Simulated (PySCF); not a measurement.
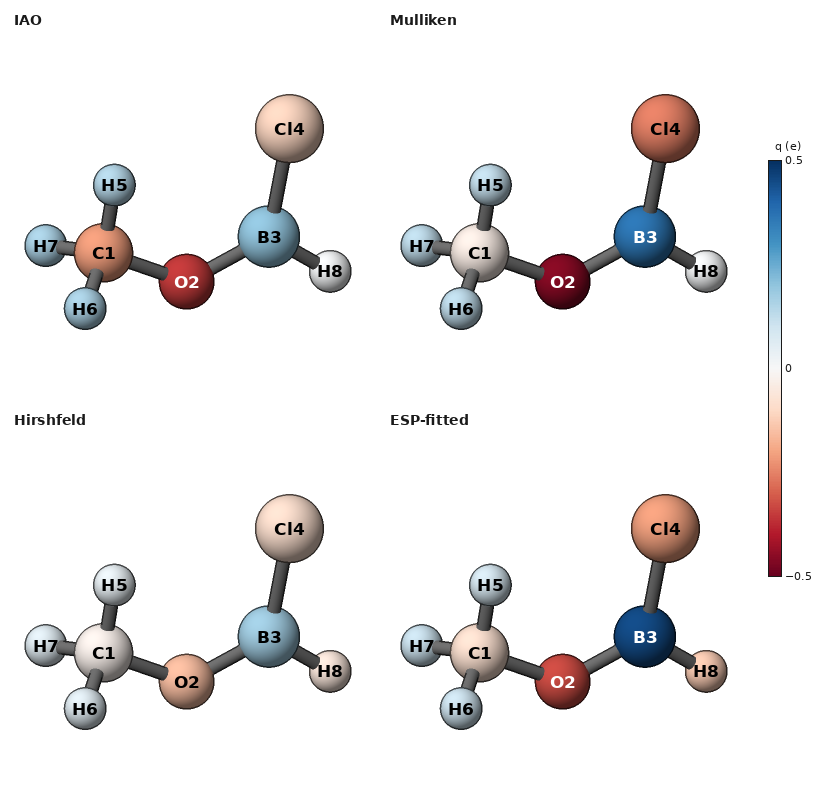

Atomic charges of one calculation by 4 schemes, on one colour scale. Computed geometry: GFN2-xTB optimisation. No frequency run is at hand to confirm it as a minimum. Computed with PBE0/pcSseg-1 (PySCF 2.14.0).

Question. On which atom do the schemes disagree most?

Answer. On O2 (from −0.45 to −0.15 e).

List the charges (e), one line for each set of equivalent atoms.

```json
{"atom": "C1", "IAO": "−0.21", "Mulliken": "−0.04", "Hirshfeld": "−0.03", "ESP-fitted": "−0.08"}
{"atom": "O2", "IAO": "−0.35", "Mulliken": "−0.45", "Hirshfeld": "−0.15", "ESP-fitted": "−0.33"}
{"atom": "B3", "IAO": "0.20", "Mulliken": "0.36", "Hirshfeld": "0.17", "ESP-fitted": "0.45"}
{"atom": "Cl4", "IAO": "−0.11", "Mulliken": "−0.25", "Hirshfeld": "−0.08", "ESP-fitted": "−0.21"}
{"atom": "H5", "IAO": "0.14", "Mulliken": "0.12", "Hirshfeld": "0.04", "ESP-fitted": "0.08"}
{"atom": "H6, H7", "IAO": "0.16", "Mulliken": "0.13", "Hirshfeld": "0.06", "ESP-fitted": "0.10"}
{"atom": "H8", "IAO": "0.01", "Mulliken": "0.01", "Hirshfeld": "−0.06", "ESP-fitted": "−0.13"}
```

The geometry is semi-empirical. Around B such bond lengths and angles can be off by a tenth of an ångström or more and by several degrees, and values that hang on the shape move with them.
